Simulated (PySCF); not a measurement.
B(H2O)H3 (BH₅O).

PySCF calculation, PBE/def2-SVP, gas phase; geometry: GFN2-xTB. No frequency check shows the geometry to be a minimum.

Geometry (Å), atoms numbered from 1:

```
B1      -0.9216    0.0002    0.0118
O2       0.7738    0.0000   -0.1169
H3       1.0160   -0.7863    0.3832
H4       1.0159    0.7862    0.3819
H5      -1.2440    0.9951   -0.5379
H6      -1.1267    0.0013    1.1852
H7      -1.2438   -0.9972   -0.5363
```

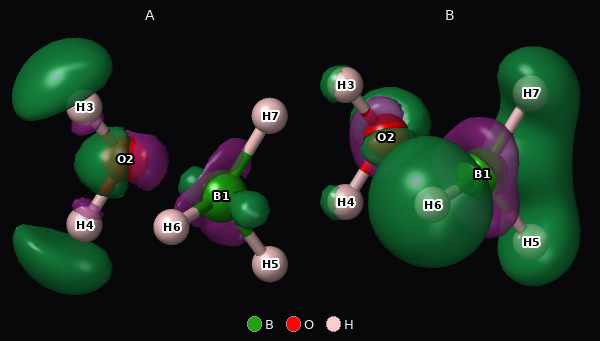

The two Fukui functions at ±0.05 e/Å³ (green positive, purple negative).

### Which panel is f⁻ (electron removed) and which f⁺ (electron added)?

A is f⁺, B is f⁻. f⁻ (Hirshfeld-condensed) is largest on H6 (0.26), B1 (0.26) and H5 and H7 (0.15 each); the vertical ionisation energy is 10.67 eV. f⁺ (Hirshfeld-condensed) is largest on H3 and H4 (0.28 each); the vertical electron affinity is −2.03 eV (the stability of the anion's solution wasn't checked; negative, but this basis has no diffuse functions, so it doesn't show that the anion is unbound).

### What chemical potential and hardness follow from the two energies?

μ = −(I + A)/2 = −4.32 eV and η = I − A = 12.70 eV.
